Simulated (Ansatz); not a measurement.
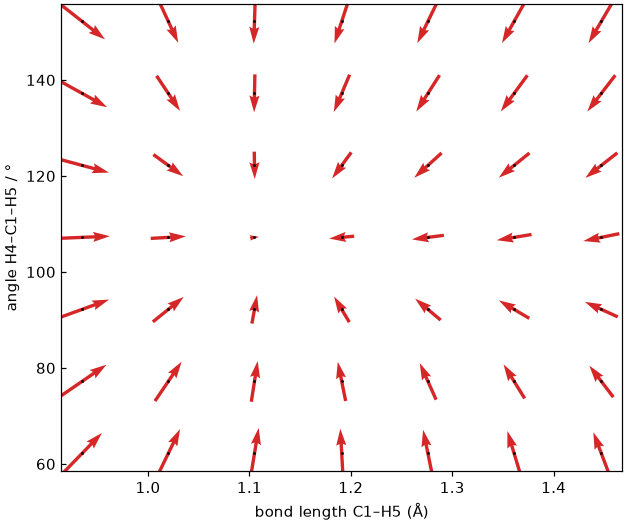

CH6CuN, SMILES [CH3][Cu-][NH3+]. The first coordinate is: bond length C1–H5; the second: angle H4–C1–H5. Nothing is relaxed (all other coordinates rigid). The grid has 7 × 7 points. Computed with Ansatz 0.2.0, RKS PBE-D4/def2-SVP.

The picture shows dots at the grid points, arrows along the force (downhill), their lengths compressed.

**The arrows alone are given. Where is the energy lowest?**

The arrows converge at about bond length C1–H5 = 1.113 Å, angle H4–C1–H5 = 107° (read from the interpolated surface).

The energy map of the same scan:

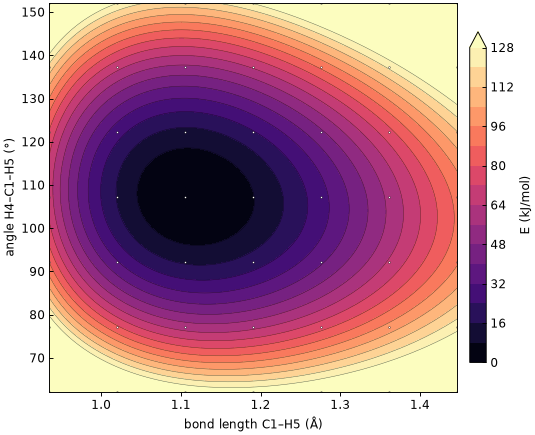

Energies are in kJ/mol, from the relaxed molecule at the same level; between grid points the surface is interpolated.
